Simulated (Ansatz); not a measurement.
# CH5FOSi2: shift of H7 from Si4 to O3

Aim: the minimum-energy path and barrier of the shift of H7 from Si4 to O3. The ends are relaxed first, then joined by a nudged elastic band. SMILES of the start: FC1O[SiH]1[SiH3].

Program: Ansatz 0.2.0. Level of theory: UKS PBE/def2-SVP. These are calculated values, not measurements.

## 1. Starting point

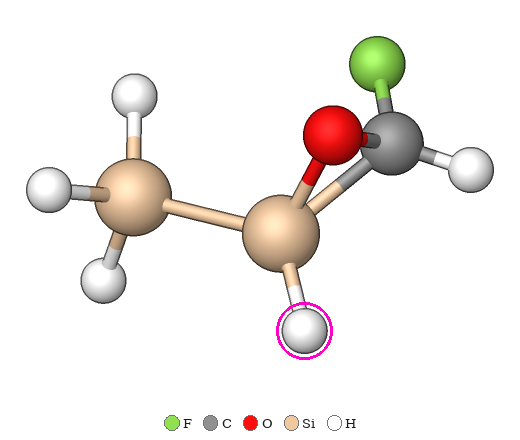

The starting structure, seen from a free direction (fluorine green, carbon grey, oxygen red, silicon light orange, hydrogen white). Ringed: H7.

Coordinates:

```xyz
10

F    -1.9463   -0.7134    1.0557
C    -1.5286    0.6017    0.7805
O    -0.3527    0.9971    1.4137
Si    0.0701    0.8400   -0.1923
Si    1.2290   -1.0017   -0.6698
H    -2.3403    1.3239    0.7039
H     0.3030    2.1668   -0.7834
H     1.3227   -1.2013   -2.1302
H     0.6889   -2.2246   -0.0063
H     2.6373   -0.8397   -0.1690
```

## 2. End point A

File input.yaml:

```yaml
crystal:
  periodic: [false, false, false]
  atoms:
    - { symbol: F, position_ang: [-1.9463, -0.7134, 1.0557] }
    - { symbol: C, position_ang: [-1.5286, 0.6017, 0.7805] }
    - { symbol: O, position_ang: [-0.3527, 0.9971, 1.4137] }
    - { symbol: Si, position_ang: [0.0701, 0.84, -0.1923] }
    - { symbol: Si, position_ang: [1.229, -1.0017, -0.6698] }
    - { symbol: H, position_ang: [-2.3403, 1.3239, 0.7039] }
    - { symbol: H, position_ang: [0.303, 2.1668, -0.7834] }
    - { symbol: H, position_ang: [1.3227, -1.2013, -2.1302] }
    - { symbol: H, position_ang: [0.6889, -2.2246, -0.0063] }
    - { symbol: H, position_ang: [2.6373, -0.8397, -0.169] }
magnetization:
  spin_polarized: true
basis:
  gaussian: { orbitals: def2-SVP }
hamiltonian:
  xc: pbe
relax:
  f_tol: 0.02
  max_steps: 50
```

Run with:

```sh
$ ansatz run input.yaml --threads 2 --pin off --max-ram 3072MiB --backend cpu --events-out ev --progress --plain --runs-dir out
```

The program printed (excerpt; [...] marks lines left out):

```text
Warning: RAYON_NUM_THREADS=2 ignored (pool sized by the plan → 2); use --threads N
[...]
Functional definition: PBE
[...]
1131 factors; their error is unknown
[...]
mean field -21612.55527612 eV, -794.2467568812 hartree, gradient 1.9e-5 eV, S^2 0.000000; 0 other end points of the search recorded, 0 dependent functions left out
[...]
reference -21612.55530968 eV, -794.2467581148 hartree; 28, 28 occupied and 75, 75 virtual orbitals, 1131 factors
relax step   1: F+E_penalty+E_count = -21612.55527612 eV  Δ(F+E_penalty+E_count) = +0.000e0 eV  max|allowed force component| = 2.740e0 eV/Å  Δτ_max = 0.0000 Å  (30 SCF iters, accepted)
[...]
relax step   7: F+E_penalty+E_count = -21612.88658910 eV  Δ(F+E_penalty+E_count) = -1.007e-4 eV  max|allowed force component| = 2.366e-2 eV/Å  Δτ_max = 0.0055 Å  (25 SCF iters, accepted)
[...]
relax step   8: F+E_penalty+E_count = -21612.88664617 eV  Δ(F+E_penalty+E_count) = -5.707e-5 eV  max|allowed force component| = 9.132e-3 eV/Å  Δτ_max = 0.0100 Å  (25 SCF iters, accepted)
1131 factors; their error is unknown
mean field -21612.88664617 eV, -794.2589345060 hartree, gradient 2.5e-5 eV, S^2 0.000000; 1 other end points of the search recorded, 0 dependent functions left out
[...]
reference -21612.88668002 eV, -794.2589357501 hartree; 28, 28 occupied and 75, 75 virtual orbitals, 1131 factors
Total energy: -21612.88668002 eV, -794.2589357501 hartree
Atom 0 at    -2.011774    -0.642734     1.075530 Å, force    -0.003469     0.006479     0.003965 eV/Å
Atom 1 at    -1.556471     0.613810     0.773689 Å, force     0.009132     0.004741    -0.004624 eV/Å
Atom 2 at    -0.406152     0.986607     1.480298 Å, force    -0.004453    -0.002359     0.002341 eV/Å
Atom 3 at     0.008652     0.838976    -0.221641 Å, force     0.001430    -0.002302    -0.003651 eV/Å
Atom 4 at     1.325729    -1.034827    -0.692839 Å, force    -0.000928     0.001344     0.003680 eV/Å
Atom 5 at    -2.400047     1.335906     0.826714 Å, force    -0.001283    -0.007804     0.002197 eV/Å
Atom 6 at     0.332733     2.162095    -0.856310 Å, force    -0.001588     0.001248    -0.000596 eV/Å
Atom 7 at     1.396676    -1.235553    -2.182888 Å, force     0.000251    -0.000026    -0.001014 eV/Å
Atom 8 at     0.672957    -2.219649    -0.041145 Å, force     0.001119    -0.000010    -0.003335 eV/Å
Atom 9 at     2.720797    -0.855830    -0.158609 Å, force    -0.000211    -0.001311     0.001038 eV/Å
Dipole moment:     0.127546     0.122009    -0.396589 e Å
```

Run time: 15 s. Hardware: 2 threads of Intel Xeon 6975P-C (Granite Rapids), shared host; peak memory 0.2 GiB.

The steps of the relaxation:

```tsv
step	energy from step 1 (eV)	largest force component (eV/Å)
1	0.0000	2.7402
2	-0.2730	1.3155
3	-0.3222	0.5040
4	-0.3285	0.1825
5	-0.3304	0.0715
6	-0.3312	0.0296
7	-0.3313	0.0237
8	-0.3314	0.0091
```

Step 1 is the start.

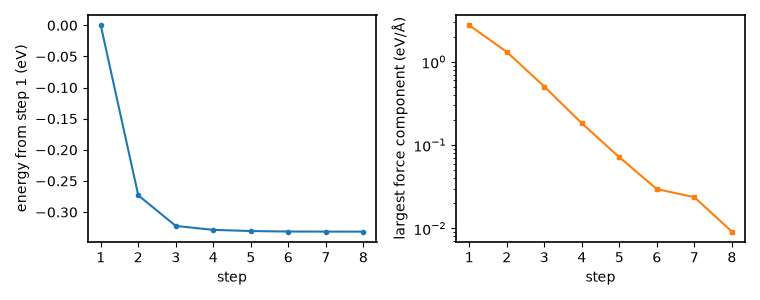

How energy and force went from step to step.

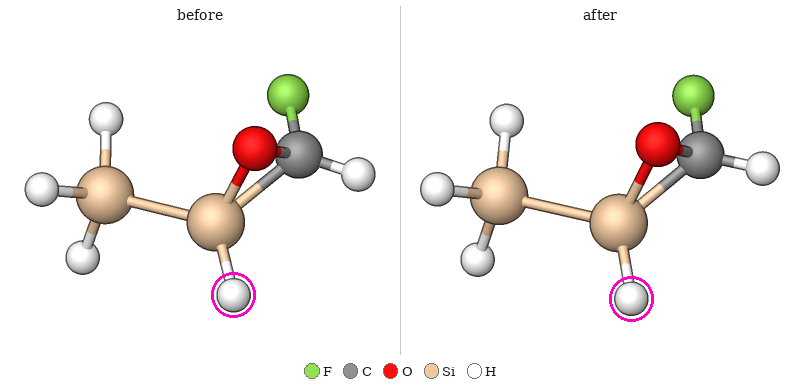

The structure before (left) and after (right), drawn at the same scale.

After: Bond lengths: F1–C2 1.370 Å, C2–O3 1.401 Å, C2–Si4 1.868 Å, O3–Si4 1.758 Å, Si4–Si5 2.338 Å, C2–H6 1.112 Å, Si4–H7 1.503 Å, Si5–H8 1.505 Å, Si5–H9 1.502 Å, Si5–H10 1.505 Å. Angles (14 of 19 angles, heavy atoms first): F1–C2–O3 113.9°, F1–C2–Si4 120.4°, O3–C2–Si4 63.2°, C2–O3–Si4 71.5°, C2–Si4–O3 45.3°, C2–Si4–Si5 118.9°, O3–Si4–Si5 113.3°, F1–C2–H6 109.5°, O3–C2–H6 115.2°, Si4–C2–H6 125.6°, C2–Si4–H7 120.8°, O3–Si4–H7 112.7°, Si5–Si4–H7 119.9°, Si4–Si5–H8 109.4°.

## 3. Nudged elastic band

crystal.atoms is end A as relaxed above, and neb.final_atoms is end B, relaxed in a run not shown. With 7 inner images the band has 9 in all. The start path is listed, through a guess of the saddle.

File input.yaml:

```yaml
crystal:
  periodic: [false, false, false]
  atoms:
    - { symbol: F, position_ang: [-2.011774, -0.642734, 1.07553] }
    - { symbol: C, position_ang: [-1.556471, 0.61381, 0.773689] }
    - { symbol: O, position_ang: [-0.406152, 0.986607, 1.480298] }
    - { symbol: Si, position_ang: [0.008652, 0.838976, -0.221641] }
    - { symbol: Si, position_ang: [1.325729, -1.034827, -0.692839] }
    - { symbol: H, position_ang: [-2.400047, 1.335906, 0.826714] }
    - { symbol: H, position_ang: [0.332733, 2.162095, -0.85631] }
    - { symbol: H, position_ang: [1.396676, -1.235553, -2.182888] }
    - { symbol: H, position_ang: [0.672957, -2.219649, -0.041145] }
    - { symbol: H, position_ang: [2.720797, -0.85583, -0.158609] }
magnetization:
  spin_polarized: true
basis:
  gaussian: { orbitals: def2-SVP }
hamiltonian:
  xc: pbe
neb:
  order_check: false
  images: 7
  f_tol: 0.05
  max_iterations: 60
  final_atoms:
    - { symbol: F, position_ang: [-1.66627841, -0.59616392, 0.49093048] }
    - { symbol: C, position_ang: [-1.27624794, 0.66683159, 0.16827129] }
    - { symbol: O, position_ang: [-0.29064889, 1.12308063, 1.16788697] }
    - { symbol: Si, position_ang: [0.28966289, 1.14705281, -0.87647883] }
    - { symbol: Si, position_ang: [1.27171369, -1.04952575, -0.66853562] }
    - { symbol: H, position_ang: [-2.17015095, 1.32818136, 0.19148506] }
    - { symbol: H, position_ang: [-0.56214022, 1.98443375, 1.54599109] }
    - { symbol: H, position_ang: [0.59749122, -1.95678379, -1.67497279] }
    - { symbol: H, position_ang: [1.15365929, -1.68514809, 0.69402808] }
    - { symbol: H, position_ang: [2.73603932, -1.01315758, -1.03580671] }
  initial_path:
    images:
      - { positions_ang: [[-2.011774, -0.642734, 1.07553], [-1.556471, 0.61381, 0.773689], [-0.406152, 0.986607, 1.480298], [0.008652, 0.838976, -0.221641], [1.325729, -1.034827, -0.692839], [-2.400047, 1.335906, 0.826714], [0.332733, 2.162095, -0.85631], [1.396676, -1.235553, -2.182888], [0.672957, -2.219649, -0.041145], [2.720797, -0.85583, -0.158609]] }
      - { positions_ang: [[-1.97079446, -0.6349867, 1.08834783], [-1.54533748, 0.62637432, 0.73970752], [-0.38509803, 1.03875854, 1.39259881], [0.00991509, 0.83426442, -0.28145245], [1.30223457, -1.03211613, -0.70490567], [-2.39032911, 1.33543626, 0.74761221], [0.29495309, 2.09505046, -0.59319671], [1.35996274, -1.28485768, -2.17722701], [0.70269389, -2.20382042, 0.00062223], [2.7048997, -0.82530209, -0.20930775]] }
      - { positions_ang: [[-1.92981491, -0.62723939, 1.10116566], [-1.53420396, 0.63893864, 0.70572605], [-0.36404406, 1.09091008, 1.30489961], [0.01117819, 0.82955285, -0.3412639], [1.27874013, -1.02940525, -0.71697235], [-2.38061123, 1.33496653, 0.66851042], [0.25717319, 2.02800591, -0.33008343], [1.32324947, -1.33416235, -2.17156602], [0.73243078, -2.18799184, 0.04238945], [2.68900239, -0.79477417, -0.2600065]] }
      - { positions_ang: [[-1.88883537, -0.61949209, 1.11398349], [-1.52307043, 0.65150296, 0.67174457], [-0.34299009, 1.14306162, 1.21720042], [0.01244128, 0.82484127, -0.40107536], [1.2552457, -1.02669438, -0.72903902], [-2.37089334, 1.33449679, 0.58940863], [0.21939328, 1.96096137, -0.06697014], [1.28653621, -1.38346703, -2.16590503], [0.76216767, -2.17216327, 0.08415668], [2.67310509, -0.76424626, -0.31070525]] }
      - { positions_ang: [[-1.84785582, -0.61174478, 1.12680133], [-1.51193691, 0.66406729, 0.63776309], [-0.32193612, 1.19521315, 1.12950123], [0.01370438, 0.8201297, -0.46088681], [1.23175126, -1.0239835, -0.7411057], [-2.36117545, 1.33402706, 0.51030684], [0.18161337, 1.89391682, 0.19614315], [1.24982295, -1.4327717, -2.16024404], [0.79190456, -2.15633469, 0.12592391], [2.65720778, -0.73371834, -0.361404]] }
      - { positions_ang: [[-1.80246147, -0.60784957, 0.96783362], [-1.45301467, 0.66475836, 0.52039014], [-0.31411431, 1.17718002, 1.13909766], [0.08269401, 0.90186048, -0.56478481], [1.24174187, -1.03036907, -0.72296318], [-2.31341933, 1.33256563, 0.4306014], [-0.00432502, 1.91654606, 0.53360513], [1.08674001, -1.56377473, -2.03892623], [0.88234324, -2.03853804, 0.26794995], [2.67691567, -0.80357815, -0.53000468]] }
      - { positions_ang: [[-1.75706712, -0.60395435, 0.80886591], [-1.39409242, 0.66544944, 0.40301719], [-0.30629251, 1.15914689, 1.1486941], [0.15168364, 0.98359126, -0.66868282], [1.25173247, -1.03675463, -0.70482066], [-2.2656632, 1.33110421, 0.35089595], [-0.19026342, 1.93917529, 0.87106712], [0.92365708, -1.69477775, -1.91760842], [0.97278193, -1.92074139, 0.40997599], [2.69662355, -0.87343796, -0.69860536]] }
      - { positions_ang: [[-1.71167277, -0.60005914, 0.64989819], [-1.33517018, 0.66614051, 0.28564424], [-0.2984707, 1.14111376, 1.15829053], [0.22067326, 1.06532204, -0.77258083], [1.26172308, -1.04314019, -0.68667814], [-2.21790708, 1.32964278, 0.27119051], [-0.37620182, 1.96180452, 1.2085291], [0.76057415, -1.82578077, -1.7962906], [1.06322061, -1.80294474, 0.55200204], [2.71633143, -0.94329777, -0.86720603]] }
      - { positions_ang: [[-1.66627841, -0.59616392, 0.49093048], [-1.27624794, 0.66683159, 0.16827129], [-0.29064889, 1.12308063, 1.16788697], [0.28966289, 1.14705281, -0.87647883], [1.27171369, -1.04952575, -0.66853562], [-2.17015095, 1.32818136, 0.19148506], [-0.56214022, 1.98443375, 1.54599109], [0.59749122, -1.95678379, -1.67497279], [1.15365929, -1.68514809, 0.69402808], [2.73603932, -1.01315758, -1.03580671]] }
```

Run with:

```sh
$ ansatz run input.yaml --threads 2 --pin off --max-ram 3072MiB --backend cpu --events-out ev --progress --plain --runs-dir out
```

The program printed (excerpt; [...] marks lines left out):

```text
Warning: RAYON_NUM_THREADS=2 ignored (pool sized by the plan → 2); use --threads N
[...]
[... 1 set-up line as earlier in the session ...]
[...]
1131 factors; their error is unknown
[...]
mean field -21612.88664354 eV, -794.2589344094 hartree, gradient 2.1e-5 eV, S^2 0.000000; 0 other end points of the search recorded, 0 dependent functions left out
[...]
reference -21612.88667740 eV, -794.2589356537 hartree; 28, 28 occupied and 75, 75 virtual orbitals, 1131 factors
1131 factors; their error is unknown
[...]
mean field -21611.65678001 eV, -794.2137377581 hartree, gradient 5.2e-5 eV, S^2 0.000000; 0 other end points of the search recorded, 0 dependent functions left out
[...]
reference -21611.65681470 eV, -794.2137390331 hartree; 28, 28 occupied and 75, 75 virtual orbitals, 1131 factors
NEB end point (image 0): max|allowed force component| = 9.165e-3 eV/Å (the criterion of neb.relax_end_points is 1.000e-2)
[...]
Atom 1 at    -1.446721     0.702947     0.320580 Å, force    -0.002991    -0.004816     0.006669 eV/Å
Atom 2 at    -0.686893     1.008024     1.421818 Å, force    -0.003766    -0.000348    -0.003789 eV/Å
Atom 3 at     0.286433     1.163219    -0.460200 Å, force     0.004289     0.001066    -0.002295 eV/Å
Atom 4 at     1.291409    -1.009215    -0.649882 Å, force    -0.001234     0.001480    -0.000599 eV/Å
Atom 5 at    -2.396329     1.268169     0.208626 Å, force     0.000644     0.001242    -0.001285 eV/Å
Atom 6 at     0.207217     1.881261     1.002255 Å, force     0.001333    -0.000977     0.000593 eV/Å
Atom 7 at     0.493564    -1.864760    -1.598955 Å, force     0.000237    -0.000219     0.000524 eV/Å
Atom 8 at     1.359508    -1.675964     0.697503 Å, force     0.000667    -0.000020     0.000446 eV/Å
Atom 9 at     2.689791    -0.877043    -1.197097 Å, force     0.000485    -0.000047    -0.000559 eV/Å
Dipole moment:    -0.011125     0.232205    -0.194609 e Å
this run last wrote the band of iteration 27 to <dir>; this run last wrote the band within `neb.f_tol` of iteration 14 to <dir>
```

Run time: 4.9 min. Hardware: 2 threads of Intel Xeon 6975P-C (Granite Rapids), shared host; peak memory 0.2 GiB.

## 4. What the band shows

The 7 inner images lie between the fixed ends 0 and 8. Energy is taken from image 0, and the path length is the program's own coordinate along the band.

```tsv
image	path (Å)	energy (eV)	H7–Si4 (Å)	H7–O3 (Å)	band force (eV/Å)
0	0.000	0.0000	1.50	2.72	-
1	0.846	0.0095	1.50	2.72	0.002
2	1.692	0.0197	1.50	2.72	0.007
3	2.539	0.0229	1.50	2.71	0.020
4	3.384	0.6445	1.48	2.18	0.036
5*	4.230	2.0785	1.63	1.32	0.006
6	4.678	1.5948	2.01	1.01	0.023
7	5.127	1.3227	2.37	0.98	0.031
8	5.576	1.2299	2.70	0.98	-
```

The star marks the climbing image.

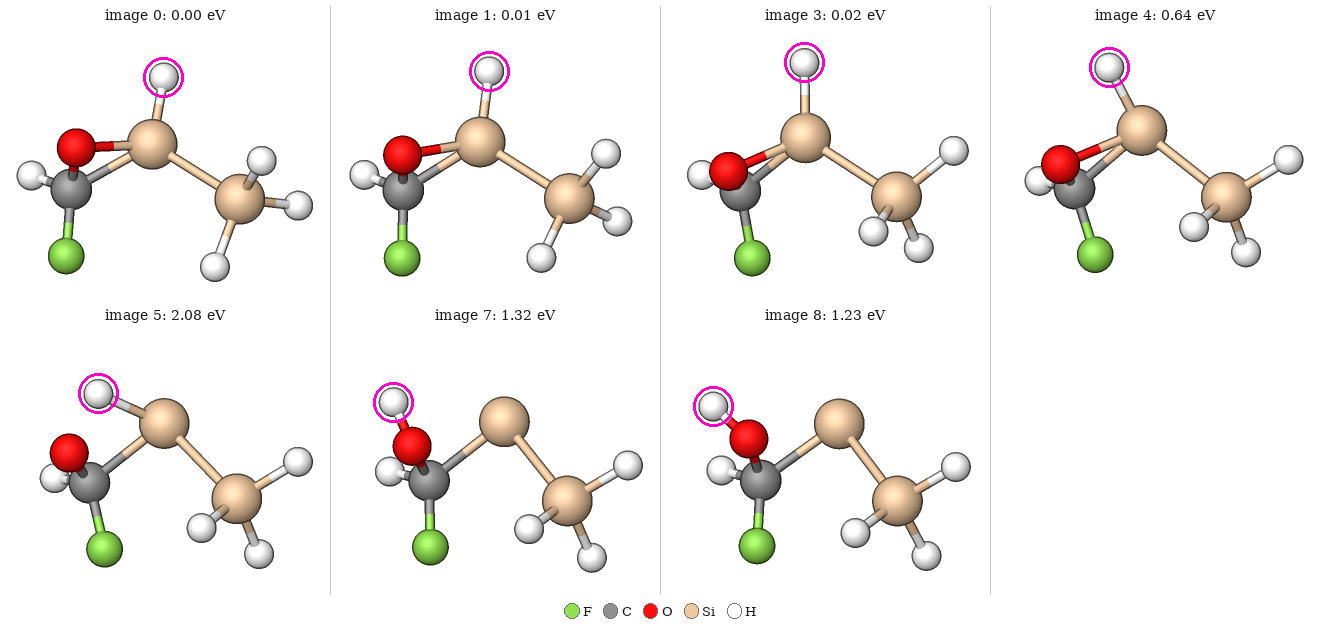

Snapshots along the band, viewed from a chosen angle. Ringed: H7. Sticks join atoms closer than a bonding distance in each image.

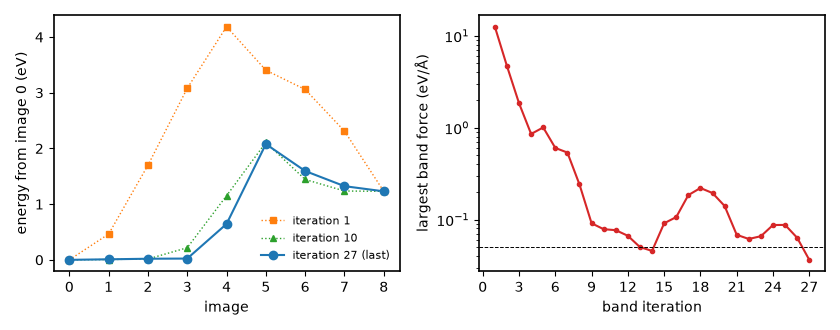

Left: energy of each image for early iterations and the last one (lines only join the points; early values far above the last band run off the scale). Right: the largest band force by iteration, with the threshold dashed.

How the highest energy settled:

```tsv
iteration	highest image above image 0 (eV)	largest band force (eV/Å)
1	4.1866	12.559
3	2.1487	1.845
5	1.8104	1.006
7	2.1357	0.536
9	2.1096	0.091
11	2.1060	0.077
13	2.1029	0.050
15	2.0996	0.091
17	2.0910	0.185
19	2.0864	0.194
21	2.0836	0.068
23	2.0798	0.066
25	2.0786	0.087
27	2.0785	0.036
```

The band as a trajectory file:

```xyz
10
image=0 dE=0.0000
F    -2.012   -0.643    1.076
C    -1.556    0.614    0.774
O    -0.406    0.987    1.480
Si    0.009    0.839   -0.222
Si    1.326   -1.035   -0.693
H    -2.400    1.336    0.827
H     0.333    2.162   -0.856
H     1.397   -1.236   -2.183
H     0.673   -2.220   -0.041
H     2.721   -0.856   -0.159
10
image=1 dE=0.0095
F    -2.114   -0.648    0.820
C    -1.594    0.614    0.684
O    -0.513    0.878    1.536
Si    0.072    0.861   -0.120
Si    1.340   -1.028   -0.670
H    -2.418    1.359    0.721
H     0.504    2.219   -0.598
H     1.058   -1.418   -2.096
H     0.935   -2.138    0.256
H     2.812   -0.748   -0.530
10
image=2 dE=0.0197
F    -2.172   -0.638    0.525
C    -1.622    0.619    0.579
O    -0.631    0.759    1.561
Si    0.124    0.882   -0.020
Si    1.349   -1.020   -0.638
H    -2.434    1.376    0.615
H     0.654    2.258   -0.308
H     0.770   -1.601   -1.899
H     1.255   -2.023    0.475
H     2.790   -0.662   -0.888
10
image=3 dE=0.0229
F    -2.167   -0.625    0.194
C    -1.636    0.617    0.447
O    -0.760    0.637    1.539
Si    0.168    0.908    0.071
Si    1.362   -1.000   -0.582
H    -2.452    1.370    0.473
H     0.761    2.287    0.013
H     0.545   -1.756   -1.593
H     1.574   -1.859    0.632
H     2.688   -0.631   -1.192
10
image=4 dE=0.6445
F    -1.849   -0.707    0.150
C    -1.556    0.628    0.396
O    -0.737    0.776    1.442
Si    0.201    1.054   -0.141
Si    1.314   -0.986   -0.629
H    -2.470    1.245    0.299
H     0.613    2.262    0.602
H     0.465   -1.811   -1.561
H     1.428   -1.687    0.693
H     2.675   -0.825   -1.247
10
image=5 dE=2.0785
F    -1.715   -0.648    0.258
C    -1.447    0.703    0.321
O    -0.687    1.008    1.422
Si    0.286    1.163   -0.460
Si    1.291   -1.009   -0.650
H    -2.396    1.268    0.209
H     0.207    1.881    1.002
H     0.494   -1.865   -1.599
H     1.360   -1.676    0.698
H     2.690   -0.877   -1.197
10
image=6 dE=1.5948
F    -1.708   -0.618    0.323
C    -1.371    0.701    0.221
O    -0.577    1.029    1.400
Si    0.326    1.170   -0.613
Si    1.279   -1.029   -0.656
H    -2.314    1.294    0.177
H    -0.090    1.894    1.212
H     0.514   -1.916   -1.603
H     1.331   -1.670    0.708
H     2.693   -0.908   -1.168
10
image=7 dE=1.3227
F    -1.711   -0.603    0.359
C    -1.324    0.684    0.165
O    -0.413    1.022    1.294
Si    0.348    1.167   -0.694
Si    1.274   -1.050   -0.661
H    -2.230    1.332    0.181
H    -0.391    1.995    1.399
H     0.530   -1.965   -1.602
H     1.299   -1.671    0.713
H     2.699   -0.962   -1.150
10
image=8 dE=1.2299
F    -1.666   -0.596    0.491
C    -1.276    0.667    0.168
O    -0.291    1.123    1.168
Si    0.290    1.147   -0.876
Si    1.272   -1.050   -0.669
H    -2.170    1.328    0.191
H    -0.562    1.984    1.546
H     0.597   -1.957   -1.675
H     1.154   -1.685    0.694
H     2.736   -1.013   -1.036
```

[end of part 1 of 2]
